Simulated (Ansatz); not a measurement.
# C₂H₄OSi: functionals against CCSD(T) at one geometry

A test off equilibrium: a structure displaced at random from a GFN2-xTB minimum is computed at several levels, and each is set against CCSD(T).

Computed with Ansatz 0.2.0, Gaussian basis. Level: single points in def2-TZVPP.

Cores are frozen in the correlated methods.

### 1 Where the work starts

SMILES `OC#C[SiH3]`, 8 atoms, charge 0, spin multiplicity 1.

Atoms are counted from 1 here; the program's logs count them from 0.

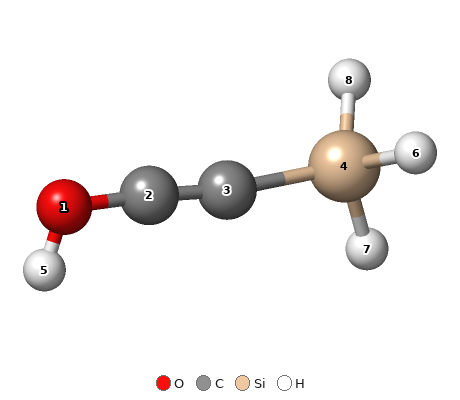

Start geometry, drawn with oxygen red, carbon grey, silicon light orange, hydrogen white; atoms are numbered from 1 in the order of the file.

Coordinates:

```
O     2.51690    0.91810    0.46350
C     1.32510    0.45580    0.27840
C     0.23000    0.07600    0.04910
Si   -1.41600   -0.62360   -0.11560
H     2.78050    1.44770   -0.25700
H    -2.40240    0.07310    0.82310
H    -1.75830   -0.40290   -1.49460
H    -1.47290   -2.03500    0.21670
```

### 2 CCSD(T)/def2-TZVPP

The input, run/in.yaml:

```yaml
crystal:
  periodic: [false, false, false]
  atoms:
    - {symbol: O, position_ang: [2.516900, 0.918100, 0.463500]}
    - {symbol: C, position_ang: [1.325100, 0.455800, 0.278400]}
    - {symbol: C, position_ang: [0.230000, 0.076000, 0.049100]}
    - {symbol: Si, position_ang: [-1.416000, -0.623600, -0.115600]}
    - {symbol: H, position_ang: [2.780500, 1.447700, -0.257000]}
    - {symbol: H, position_ang: [-2.402400, 0.073100, 0.823100]}
    - {symbol: H, position_ang: [-1.758300, -0.402900, -1.494600]}
    - {symbol: H, position_ang: [-1.472900, -2.035000, 0.216700]}
basis:
  gaussian: {orbitals: def2-TZVPP}
correlation: {method: ccsd_t}
output: {forces: true}
```

No record of the launch command was kept for these runs.

### 3 PBE0-D4/def2-TZVPP

run/in.yaml: that of step 2 with these lines changed.

```diff
@@ -13,3 +13,3 @@
   gaussian: {orbitals: def2-TZVPP}
-correlation: {method: ccsd_t}
-output: {forces: true}
+hamiltonian: {xc: pbe0, dispersion: d4}
+output: {forces: true, orbitals: {seedname: orbitals}}
```

### 4 wB97M-V/def2-TZVPP

run/in.yaml: that of step 3 with these lines changed.

```diff
@@ -13,3 +13,3 @@
   gaussian: {orbitals: def2-TZVPP}
-hamiltonian: {xc: pbe0, dispersion: d4}
-output: {forces: true, orbitals: {seedname: orbitals}}
+hamiltonian: {xc: {name: wB97M-V}}
+output: {forces: true}
```

### 5 r2SCAN-D4/def2-TZVPP

run/in.yaml: that of step 4 with these lines changed.

```diff
@@ -13,3 +13,3 @@
   gaussian: {orbitals: def2-TZVPP}
-hamiltonian: {xc: {name: wB97M-V}}
+hamiltonian: {xc: r2scan, dispersion: d4}
 output: {forces: true}
```

### 6 PBE-D4/def2-TZVPP

run/in.yaml: that of step 5 with these lines changed.

```diff
@@ -13,3 +13,3 @@
   gaussian: {orbitals: def2-TZVPP}
-hamiltonian: {xc: r2scan, dispersion: d4}
+hamiltonian: {xc: pbe, dispersion: d4}
 output: {forces: true}
```

### 7 r2SCANh-D4/def2-TZVPP

run/in.yaml: that of step 6 with these lines changed.

```diff
@@ -13,3 +13,3 @@
   gaussian: {orbitals: def2-TZVPP}
-hamiltonian: {xc: pbe, dispersion: d4}
+hamiltonian: {xc: {name: r2SCANh}, dispersion: d4}
 output: {forces: true}
```

### 8 LC-wPBE/def2-TZVPP

run/in.yaml: that of step 7 with these lines changed.

```diff
@@ -13,3 +13,3 @@
   gaussian: {orbitals: def2-TZVPP}
-hamiltonian: {xc: {name: r2SCANh}, dispersion: d4}
+hamiltonian: {xc: {name: LC-wPBE}}
 output: {forces: true}
```

(Steps that only read results are left out.)

What does the calculation give? Wanted: energy less free atoms, CCSD(T)/def2-TZVPP; RMS force component; RMS force error; HOMO and LUMO, PBE0-D4; T1 diagnostic.

**Answer**, as computed:

```
                                  quantity                                                                                              value
energy less free atoms, CCSD(T)/def2-TZVPP                                                                                         -30.113 eV
                       RMS force component                                                               0.843 to 1.304 eV/Å over the methods
                           RMS force error  PBE0-D4 0.258, wB97M-V 0.324, r2SCAN-D4 0.198, PBE-D4 0.250, r2SCANh-D4 0.242, LC-wPBE 0.440 eV/Å
                    HOMO and LUMO, PBE0-D4                                                                                  -7.44 and 0.21 eV
                             T1 diagnostic                                                                                              0.013
```

In words: Against CCSD(T) the functionals' energies less atoms differ by -1.647 to -0.745 eV, PBE-D4 by -1.647 eV. A larger basis would deepen the CCSD(T) value, while the functionals are nearly converged already, so the order here is not reliable. For forces r2SCAN-D4 does best and LC-wPBE worst. Frozen-core CCSD(T) forces in triple zeta carry basis errors of their own, and this is one geometry, so small gaps rank nothing.
